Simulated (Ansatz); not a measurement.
# Ti3Al: response to strain

Base system: Ti3Al (space group P6_3/mmc, No. 194; a = 5.7471 Å, c = 4.6315 Å).

Strains are applied to the cell and any free atomic positions relax.

Method: Ansatz (a first-principles code) r2SCAN, without spin-orbit coupling.

Notes on the quantities. energy relative to the base: free energy F.

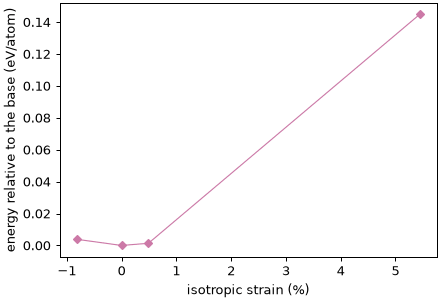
*Energy relative to the base against isotropic strain*

```json
[
 {"isotropic strain (%)": "-0.82", "energy relative to the base": "+3.9 meV/atom"},
 {"isotropic strain (%)": "0.49", "energy relative to the base": "+1.3 meV/atom"},
 {"isotropic strain (%)": "5.44", "energy relative to the base": "+145 meV/atom"}
]
```

Whether these cells are dynamically stable was not tested. All final runs are without spin polarisation.
